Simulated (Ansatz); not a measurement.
# C₂ClF₂Si radical: from a rough start to a minimum

What shape does C₂ClF₂Si radical take? The plan is to relax it, check the end point by its vibrations and derive ideal-gas thermochemistry, and look at its orbitals and charge.

The runs use Ansatz 0.2.0, Gaussian basis; UKS PBE0-D4/def2-TZVP.

Levels to be run: relaxation at PBE-D4/def2-SVP; relaxation at PBE0-D4/def2-TZVP; harmonic vibrations at the same level; a single point in def2-TZVPP for the fields.

**1. Where the work starts**

SMILES `[C]#C[Si](F)(F)Cl`, 6 atoms, charge 0, spin multiplicity 2.

Atoms are counted from 1 here; the program's logs count them from 0.

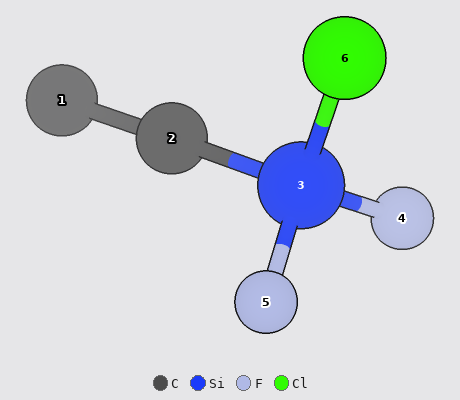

As it starts; carbon dark grey, silicon blue, fluorine light blue, chlorine green; atoms are numbered from 1 in the order of the file.

The start is a force-field geometry with small random shifts, so a cheaper pass at PBE-D4/def2-SVP comes first.

**2. Geometry optimisation, PBE-D4/def2-SVP (cheap first pass)**

The input, in.yaml:

```yaml
crystal:
  periodic: [false, false, false]
  atoms:
    - {symbol: C, position_ang: [1.093900, -2.002200, 1.790100]}
    - {symbol: C, position_ang: [0.484600, -0.913700, 0.774400]}
    - {symbol: Si, position_ang: [-0.217800, 0.353800, -0.443300]}
    - {symbol: F, position_ang: [-1.033600, -0.359000, -1.529200]}
    - {symbol: F, position_ang: [1.024400, 1.088600, -1.197600]}
    - {symbol: Cl, position_ang: [-1.309400, 1.768500, 0.559400]}
basis:
  gaussian: {orbitals: def2-SVP}
magnetization: {spin_polarized: true, initial_magnetization: 1}
hamiltonian: {xc: pbe, dispersion: d4}
relax: {f_tol: 0.03, max_steps: 200}
```

Started as:

```console
$ ansatz run in.yaml --threads 2 --pin off --events-out ev --progress --plain --max-ram 22528MiB --backend cpu
```

The program printed (excerpt; [...] marks lines left out):

```text
Functional definition: PBE
  name "PBE"
  cite "Perdew, Burke & Ernzerhof, Phys. Rev. Lett. 77, 3865 (1996) doi:10.1103/PhysRevLett.77.3865"
  parent pbe
[...]
1003 factors; their error is unknown
[...]
mean field -27876.16278622 eV, -1024.4300872517 hartree, gradient 3.2e-6 eV, S^2 0.754678; 8 other end points of the search recorded, 0 dependent functions left out
[...]
reference -27876.16281289 eV, -1024.4300882321 hartree; 31, 30 occupied and 61, 62 virtual orbitals, 1003 factors
relax step   1: F+E_penalty+E_count = -27876.34004626 eV  Δ(F+E_penalty+E_count) = +0.000e0 eV  max|allowed force component| = 5.621e0 eV/Å  Δτ_max = 0.0000 Å  (230 SCF iters, accepted)
[...]
relax step   3: F+E_penalty+E_count = -27878.22118450 eV  Δ(F+E_penalty+E_count) = -1.856e-1 eV  max|allowed force component| = 7.902e0 eV/Å  Δτ_max = 0.1998 Å  (58 SCF iters, accepted)
[...]
relax step   5: F+E_penalty+E_count = -27878.69840172 eV  Δ(F+E_penalty+E_count) = -5.348e-2 eV  max|allowed force component| = 4.200e-1 eV/Å  Δτ_max = 0.0377 Å  (53 SCF iters, accepted)
[...]
relax step   7: F+E_penalty+E_count = -27878.70268163 eV  Δ(F+E_penalty+E_count) = -4.757e-4 eV  max|allowed force component| = 6.774e-2 eV/Å  Δτ_max = 0.0061 Å  (44 SCF iters, accepted)
[...]
relax step   8: F+E_penalty+E_count = -27878.70339493 eV  Δ(F+E_penalty+E_count) = -7.133e-4 eV  max|allowed force component| = 8.556e-2 eV/Å  Δτ_max = 0.0259 Å  (44 SCF iters, accepted)
[...]
relax step   9: F+E_penalty+E_count = -27878.70375877 eV  Δ(F+E_penalty+E_count) = -3.638e-4 eV  max|allowed force component| = 1.490e-2 eV/Å  Δτ_max = 0.0131 Å  (46 SCF iters, accepted)
1003 factors; their error is unknown
[...]
mean field -27878.51739318 eV, -1024.5166174617 hartree, gradient 1.4e-5 eV, S^2 0.775634; 8 other end points of the search recorded, 0 dependent functions left out
[...]
reference -27878.51742058 eV, -1024.5166184684 hartree; 31, 30 occupied and 61, 62 virtual orbitals, 1003 factors
Total energy: -27878.70378617 eV, -1024.5234672776 hartree
Atom 0 at     0.967126    -1.773985     1.552031 Å, force     0.004271    -0.008788     0.010235 eV/Å
Atom 1 at     0.494466    -0.911562     0.805838 Å, force    -0.008096     0.014902    -0.011248 eV/Å
Atom 2 at    -0.152286     0.307143    -0.370026 Å, force     0.003105    -0.007622     0.004774 eV/Å
Atom 3 at    -1.052077    -0.431557    -1.490392 Å, force    -0.003062    -0.000660    -0.003764 eV/Å
Atom 4 at     1.069323     1.040133    -1.132133 Å, force     0.003398     0.003539    -0.003257 eV/Å
Atom 5 at    -1.284452     1.705828     0.588483 Å, force     0.000385    -0.001371     0.003260 eV/Å
Dipole moment:     0.024453    -0.089978     0.225105 e Å
```

Wall time 47 s (2 threads of AMD EPYC 7R13, shared host).

Step by step:

| step | energy from step 1 (eV) | largest force component (eV/Å) |
| --- | --- | --- |
| 1 | 0.0000 | 5.6214 |
| 2 | -1.6955 | 3.5690 |
| 3 | -1.8811 | 7.9016 |
| 4 | -2.3049 | 1.7647 |
| 5 | -2.3584 | 0.4200 |
| 6 | -2.3622 | 0.0901 |
| 7 | -2.3626 | 0.0677 |
| 8 | -2.3633 | 0.0856 |
| 9 | -2.3637 | 0.0149 |

Distances of close pairs at the start and the end, largest changes first:

| bond | before (Å) | after (Å) | change (Å) |
| --- | --- | --- | --- |
| C1–C2 | 1.609 | 1.234 | -0.374 |
| Si3–F4 | 1.534 | 1.616 | +0.082 |
| C2–Si3 | 1.893 | 1.813 | -0.080 |
| Si3–F5 | 1.628 | 1.616 | -0.013 |
| Si3–Cl6 | 2.049 | 2.039 | -0.010 |

**3. Geometry optimisation, PBE0-D4/def2-TZVP**

The input, in.yaml:

```yaml
crystal:
  periodic: [false, false, false]
  atoms:
    - {symbol: C, position_ang: [0.967126, -1.773985, 1.552031]}
    - {symbol: C, position_ang: [0.494466, -0.911562, 0.805838]}
    - {symbol: Si, position_ang: [-0.152286, 0.307143, -0.370026]}
    - {symbol: F, position_ang: [-1.052077, -0.431557, -1.490392]}
    - {symbol: F, position_ang: [1.069323, 1.040133, -1.132133]}
    - {symbol: Cl, position_ang: [-1.284452, 1.705828, 0.588483]}
basis:
  gaussian: {orbitals: def2-TZVP}
magnetization: {spin_polarized: true, initial_magnetization: 1}
hamiltonian: {xc: pbe0, dispersion: d4}
relax: {f_tol: 0.005, max_steps: 150}
```

Started as:

```console
$ ansatz run in.yaml --threads 2 --pin off --events-out ev --progress --plain --max-ram 22528MiB --backend cuda --devices 0, --max-vram 18GiB
```

The program printed (excerpt; [...] marks lines left out):

```text
Functional definition: PBE0
  name "PBE0"
  cite "Adamo & Barone, J. Chem. Phys. 110, 6158 (1999) doi:10.1063/1.478522"
  cite "Perdew, Burke & Ernzerhof, Phys. Rev. Lett. 77, 3865 (1996) doi:10.1103/PhysRevLett.77.3865"
  parent pbe
[...]
1208 factors; their error is unknown
[...]
mean field -27896.83324978 eV, -1025.1897127767 hartree, gradient 3.7e-5 eV, S^2 0.796920; 4 other end points of the search recorded, 0 dependent functions left out
[...]
reference -27896.83327670 eV, -1025.1897137660 hartree; 31, 30 occupied and 167, 168 virtual orbitals, 1208 factors
relax step   1: F+E_penalty+E_count = -27896.99147238 eV  Δ(F+E_penalty+E_count) = +0.000e0 eV  max|allowed force component| = 1.610e0 eV/Å  Δτ_max = 0.0000 Å  (127 SCF iters, accepted)
[...]
1208 factors; their error is unknown
[...]
mean field -27896.94608747 eV, -1025.1938594854 hartree, gradient 2.4e-5 eV, S^2 0.790013; 5 other end points of the search recorded, 0 dependent functions left out
[...]
reference -27896.94611424 eV, -1025.1938604692 hartree; 31, 30 occupied and 167, 168 virtual orbitals, 1208 factors
Total energy: -27897.10619416 eV, -1025.1997432977 hartree
Atom 0 at     0.940304    -1.735369     1.551239 Å, force     0.000389    -0.001180     0.002601 eV/Å
Atom 1 at     0.505558    -0.918995     0.771850 Å, force     0.001977    -0.002620    -0.001039 eV/Å
Atom 2 at    -0.149245     0.303816    -0.374360 Å, force     0.001455    -0.001079    -0.004143 eV/Å
Atom 3 at    -1.029172    -0.411465    -1.463251 Å, force    -0.001026    -0.000174     0.000364 eV/Å
Atom 4 at     1.037331     1.022192    -1.114331 Å, force     0.000407     0.000824     0.000611 eV/Å
Atom 5 at    -1.262676     1.675821     0.582653 Å, force    -0.003202     0.004229     0.001607 eV/Å
Dipole moment:     0.033906    -0.105468     0.232530 e Å
```

Run time: 17 s. Hardware: 1 × H100 (card shared with other runs) with 2 threads of AMD EPYC 7R13, shared host; peak host memory 0.91 GiB.

The steps of the relaxation:

| step | energy from step 1 (eV) | largest force component (eV/Å) |
| --- | --- | --- |
| 1 | 0.0000 | 1.6103 |
| 2 | -0.0897 | 0.9899 |
| 3 | -0.1131 | 0.1446 |
| 4 | -0.1145 | 0.0282 |
| 5 | -0.1147 | 0.0042 |

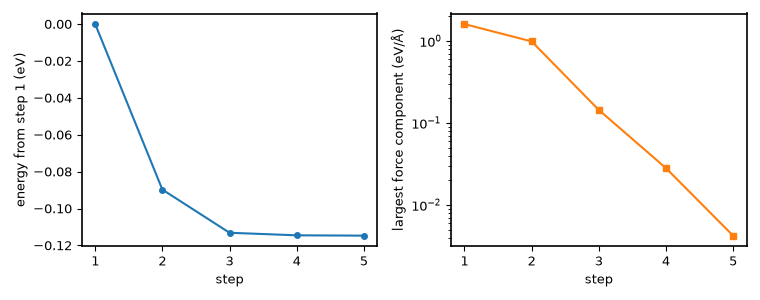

Energy and force, step by step.

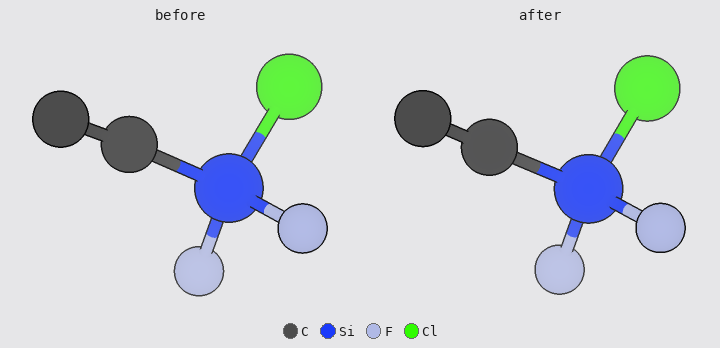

The geometry before (left) and after (right).

Close pairs (by a distance rule), those that changed most:

| bond | before (Å) | after (Å) | change (Å) |
| --- | --- | --- | --- |
| Si3–F4 | 1.616 | 1.572 | -0.044 |
| Si3–F5 | 1.616 | 1.572 | -0.044 |
| Si3–Cl6 | 2.039 | 2.009 | -0.029 |
| C1–C2 | 1.234 | 1.210 | -0.025 |
| C2–Si3 | 1.813 | 1.799 | -0.013 |

Mulliken charges at the end point, from the run's report:

| atom | value (e) |
| --- | --- |
| C1 | 0.08 |
| C2 | -0.23 |
| Si3 | 0.85 |
| F4 | -0.26 |
| F5 | -0.26 |
| Cl6 | -0.17 |

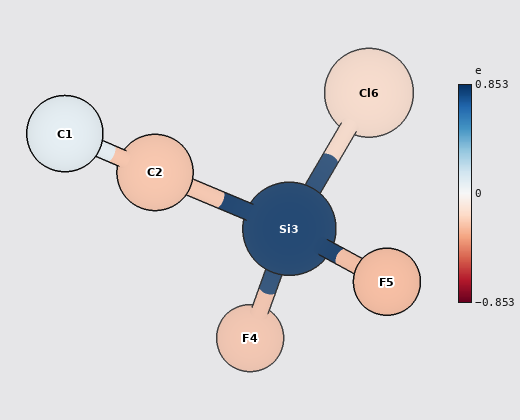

Mulliken charges at the end point, from the run's report, as colours on the atoms.

**4. Vibrations by finite differences**

The input, in.yaml:

```yaml
crystal:
  periodic: [false, false, false]
  atoms:
    - {symbol: C, position_ang: [0.940304, -1.735369, 1.551239]}
    - {symbol: C, position_ang: [0.505558, -0.918995, 0.771850]}
    - {symbol: Si, position_ang: [-0.149245, 0.303816, -0.374360]}
    - {symbol: F, position_ang: [-1.029172, -0.411465, -1.463251]}
    - {symbol: F, position_ang: [1.037331, 1.022192, -1.114331]}
    - {symbol: Cl, position_ang: [-1.262676, 1.675821, 0.582653]}
basis:
  gaussian: {orbitals: def2-TZVP}
magnetization: {spin_polarized: true, initial_magnetization: 1}
hamiltonian: {xc: pbe0, dispersion: d4}
phonons: {temperatures: {t_min: 298.15, t_max: 900, t_step: 200}}
```

Launched as before.

The program printed (excerpt; [...] marks lines left out):

```text
Functional definition: PBE0
  name "PBE0"
  cite "Adamo & Barone, J. Chem. Phys. 110, 6158 (1999) doi:10.1063/1.478522"
  cite "Perdew, Burke & Ernzerhof, Phys. Rev. Lett. 77, 3865 (1996) doi:10.1103/PhysRevLett.77.3865"
  parent pbe
[...]
1208 factors; their error is unknown
[...]
mean field -27896.94608520 eV, -1025.1938594018 hartree, gradient 4.1e-5 eV, S^2 0.790013; 4 other end points of the search recorded, 0 dependent functions left out
[...]
reference -27896.94611200 eV, -1025.1938603867 hartree; 31, 30 occupied and 167, 168 virtual orbitals, 1208 factors
[...]
1208 factors; their error is unknown
mean field -27896.94606151 eV, -1025.1938585312 hartree, gradient 1.8e-6 eV, S^2 0.790237; 0 other end points of the search recorded, 0 dependent functions left out
[...]
reference -27896.94608831 eV, -1025.1938595162 hartree; 31, 30 occupied and 167, 168 virtual orbitals, 1208 factors
[...]
reference -27896.94608296 eV, -1025.1938593195 hartree; 31, 30 occupied and 167, 168 virtual orbitals, 1208 factors
Total energy: -27897.10619191 eV, -1025.1997432149 hartree
Atom 0 at     0.940304    -1.735369     1.551239 Å, force     0.000396    -0.001184     0.002577 eV/Å
Atom 1 at     0.505558    -0.918995     0.771850 Å, force     0.001974    -0.002618    -0.001006 eV/Å
Atom 2 at    -0.149245     0.303816    -0.374360 Å, force     0.001439    -0.001054    -0.004079 eV/Å
Atom 3 at    -1.029172    -0.411465    -1.463251 Å, force    -0.001052    -0.000187     0.000337 eV/Å
Atom 4 at     1.037331     1.022192    -1.114331 Å, force     0.000422     0.000838     0.000602 eV/Å
Atom 5 at    -1.262676     1.675821     0.582653 Å, force    -0.003179     0.004204     0.001570 eV/Å
Dipole moment:     0.033907    -0.105469     0.232531 e Å
Vibrations: 104.80 121.71 222.07 246.09 325.50 344.03 344.60 551.49 708.93 921.24 992.14 2185.85 cm⁻¹, zero-point energy 0.438188 eV
```

It took 32 s on 1 × H100 (card shared with other runs) with 2 threads of AMD EPYC 7R13, shared host; peak host memory 0.92 GiB.

Motions are named by where the mode's potential energy lies. The modes, unscaled (a negative number is an imaginary wavenumber):

| mode | cm⁻¹ | motion |
| --- | --- | --- |
| 1 | 105 | bend |
| 2 | 122 | bend |
| 3 | 222 | bend |
| 4 | 246 | bend |
| 5 | 326 | bend |
| 6 | 344 | bend |
| 7 | 345 | bend |
| 8 | 551 | Si–Cl stretch |
| 9 | 709 | Si–C and Si–Cl stretch |
| 10 | 921 | Si–F stretch |
| 11 | 992 | Si–F stretch |
| 12 | 2186 | C–C stretch |

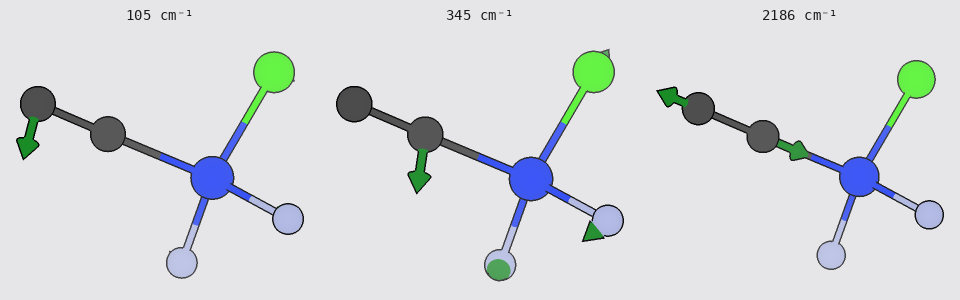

How the atoms move in 3 of the modes.

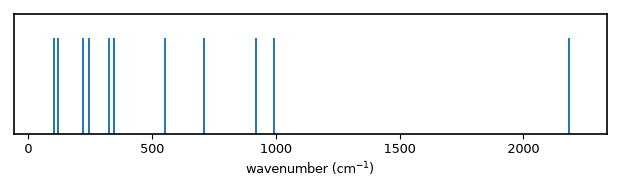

The harmonic wavenumbers as sticks (no intensities were computed).

Ideal gas, rigid rotor and harmonic oscillator at 298.15 K and 1 bar, with symmetry number 1:

| term | value |
| --- | --- |
| zero-point energy | 10.1 kcal/mol |
| H(298) − E | 15.0 kcal/mol |
| entropy, electronic degeneracy | 5.8 J/(mol K) |
| entropy, translation | 169.1 J/(mol K) |
| entropy, rotation | 117.0 J/(mol K) |
| entropy, vibration | 62.2 J/(mol K) |
| entropy, total | 354.0 J/(mol K) |

**5. Orbitals, density and potential**

Edit in.yaml of step 4 so:

```diff
@@ -10,5 +10,5 @@
 basis:
-  gaussian: {orbitals: def2-TZVP}
+  gaussian: {orbitals: def2-TZVPP}
 magnetization: {spin_polarized: true, initial_magnetization: 1}
 hamiltonian: {xc: pbe0, dispersion: d4}
-phonons: {temperatures: {t_min: 298.15, t_max: 900, t_step: 200}}
+output: {orbitals: {seedname: orbitals}}
```

Started as:

```console
$ ansatz run in.yaml --threads 2 --pin off --events-out ev --progress --plain --max-ram 22528MiB --backend cpu
```

The program printed:

```text
Functional definition: PBE0
  name "PBE0"
  cite "Adamo & Barone, J. Chem. Phys. 110, 6158 (1999) doi:10.1063/1.478522"
  cite "Perdew, Burke & Ernzerhof, Phys. Rev. Lett. 77, 3865 (1996) doi:10.1103/PhysRevLett.77.3865"
  parent pbe
  parameter a = 0.25
  parameter kappa = 0.804
  parameter beta = 0.06672455060314922
  exchange = (1 - a)*pbe_x(kappa = kappa, mu = beta*pi^2/3) + a*exact_x
  correlation = pbe_c(beta = beta)
1288 factors; their error is unknown
mean field evaluation 1: about -27880.4270 eV, gradient 5.0e1 eV
mean field evaluation 2: about -27698.7310 eV, gradient 1.5e2 eV
mean field evaluation 4: about -27891.3885 eV, gradient 3.0e1 eV
mean field evaluation 8: about -27896.6827 eV, gradient 1.6e0 eV
mean field evaluation 16: about -27896.8716 eV, gradient 2.7e-1 eV
mean field evaluation 32: about -27896.9521 eV, gradient 2.8e-5 eV
mean field -27896.95209235 eV, -1025.1940801605 hartree, gradient 2.8e-5 eV, S^2 0.790013; 4 other end points of the search recorded, 0 dependent functions left out
reference -27896.95211914 eV, -1025.1940811452 hartree; 31, 30 occupied and 177, 178 virtual orbitals, 1288 factors
Total energy: -27897.11219905 eV, -1025.1999639734 hartree
```

Run time: 15 s. Hardware: 2 threads of AMD EPYC 7R13, shared host; peak memory 0.77 GiB.

Orbitals, density, ELF and potential are computed afterwards from the orbital file.

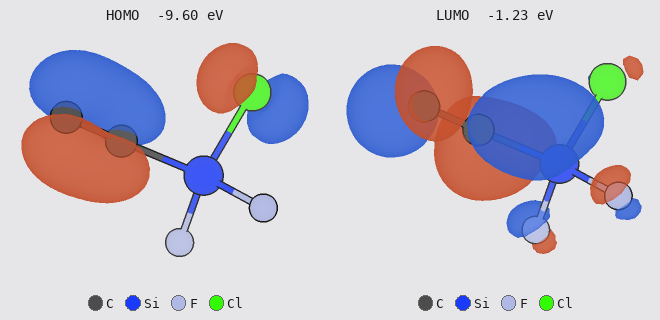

PBE0-D4/def2-TZVPP orbitals (alpha spin) near the gap, drawn at the value that encloses 70 % of each; the two colours are the two signs.

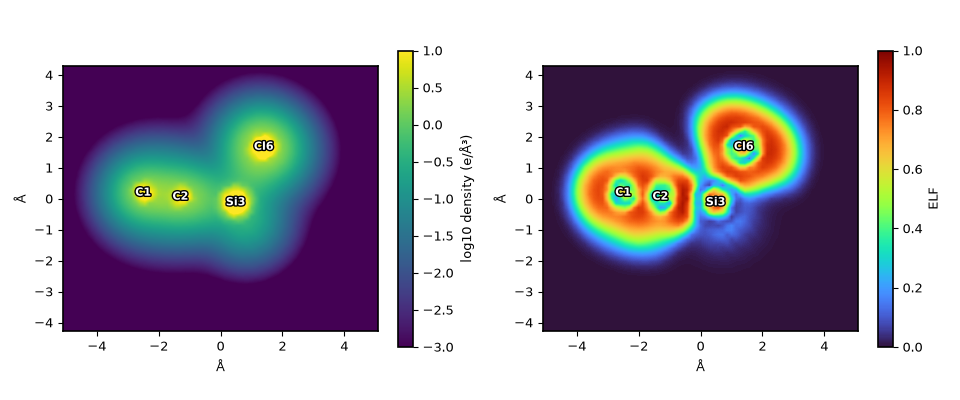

Density (left) and ELF (right) in a plane through or near 4 of the atoms.

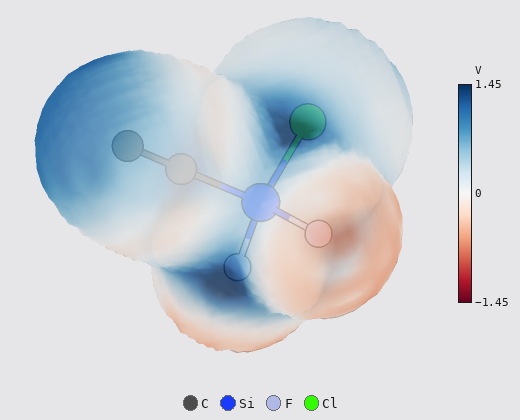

The potential that a unit positive charge feels on the 0.002 e/bohr³ surface, from the 1st to the 99th percentile, from -0.51 V near F5 to 1.45 V near Si3.

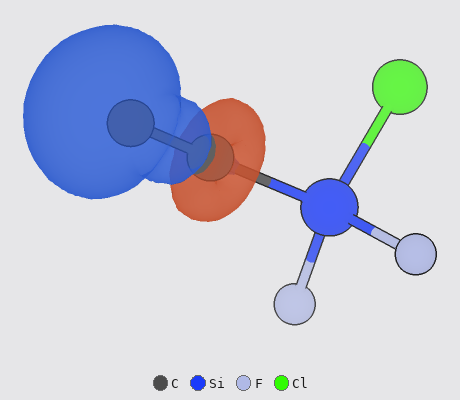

Spin density at ±0.05 e/Å³ (alpha excess blue, beta excess red).

**6. Outcome**

| quantity | value |
| --- | --- |
| point group | Cs |
| steps | 9 + 5 |
| shift from the start (rms) | 0.180 Å |
| total energy | -27897.1062 eV |
| dispersion term | -160 meV |
| dipole moment | 1.24 D |
| lowest, highest wavenumber | 105, 2186 cm⁻¹ |
| zero-point energy | 10.1 kcal/mol |
| entropy at 298.15 K | 354.0 J/(mol K) |
| HOMO, LUMO (alpha spin) | -9.60, -1.23 eV |

What this shows: The relaxed geometry lies 0.18 Å (rms) from the start; the bond that changed most is C1–C2, from 1.609 to 1.210 Å. No mode is imaginary: a true minimum at this level. The stiffest mode, 2186 cm⁻¹, is a C–C stretch, and 2 modes under 200 cm⁻¹ make the vibrational entropy uncertain. Harmonic hybrid wavenumbers usually lie a few per cent above measured fundamentals. The largest Mulliken charge, +0.85 e, sits on Si3. The alpha HOMO lies mostly on C1 45 %; C2 34 % and the LUMO on C1, C2 about 35 % each; Si3 16 %. The unpaired spin sits mainly on C1 81 %; C2 18 % (beta excess).
